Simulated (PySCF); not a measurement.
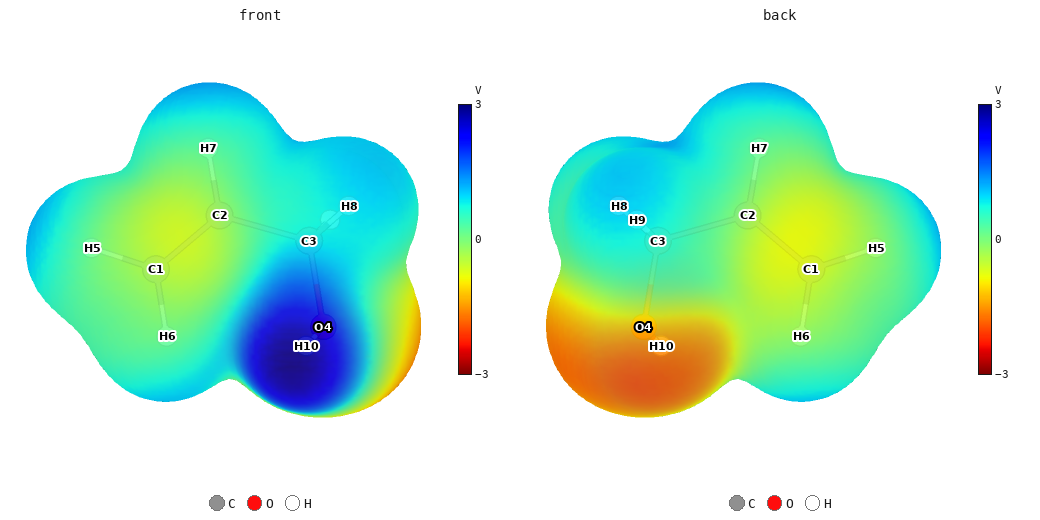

Figure. C3H6O (SMILES C=CCO). The molecular electrostatic potential painted on the density surface at 0.004 e/bohr³, seen from the front and from behind; the colour scale runs from red (negative) to blue (positive).

Geometry: PBE0-D3(BJ)/def2-SVP.

These are results of PBE0/pcSseg-1, SCF density, gas phase, non-relativistic in PySCF, not measurements.

```xyz
10

C     1.4172    0.4077    0.0381
C     0.4535   -0.4429    0.3900
C    -0.9021   -0.4914   -0.2493
O    -1.1572    0.5465   -1.1479
H     2.3904    0.4093    0.5345
H     1.2605    1.1210   -0.7762
H     0.6273   -1.1698    1.1927
H    -1.6720   -0.5513    0.5491
H    -0.9985   -1.4335   -0.8178
H    -1.0898    1.3751   -0.6605
```

Describe the electrostatic potential map.

The most negative region (about −1.9 V) lies over O4, the most positive (about +2.8 V) over H10. O4 is the likeliest acceptor of a hydrogen bond.

How polar is the molecule by this calculation?

Its dipole moment is 1.53 D.
